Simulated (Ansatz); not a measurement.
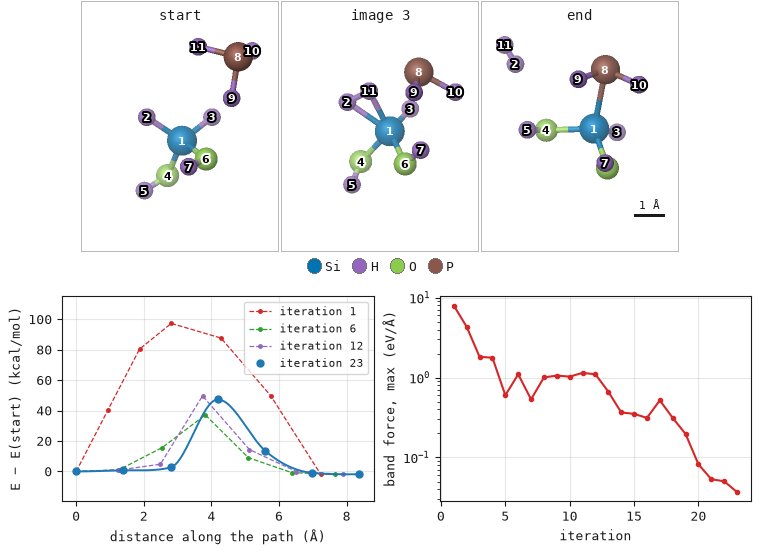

A search for the minimum-energy path of SiPH7O2, made up at the start of SiH$_{4}$O$_{2}$ and PH₃ by the nudged elastic band. Images are numbered from 0 (start) to 6 (end). The plot follows the band through its iterations. The picture is a ball-and-stick view, seen from a free direction.

All numbers below come from RKS PBE-D4/cc-pVDZ (Ansatz 0.2.0). Run with 5 movable images; climbing image; force threshold 0.05 eV/Å; iteration limit 60; starting path through a guess of the saddle point.

> Judge this run.

The result is final at these settings. The band converged in 23 iterations. The largest component of the band force went from 8 to 0.037 eV/Å. The climbing image converged on the top of the path. Its vibrational analysis gives one imaginary mode (947i cm⁻¹), as a transition state must have. The first iteration put the highest image at 97.3 kcal/mol. The energy climbs by 47.3 kcal/mol to image 3 and then falls by 49.2 kcal/mol, so the end point sits at −1.9 kcal/mol.

Limits of the set-up: the start holds two separate molecules, 2.5 Å apart at their closest, whose relative position is a soft coordinate.

The run took 3.2 min on 2 threads of Arm Neoverse V2, on a shared host, peak memory 0.14 GiB.
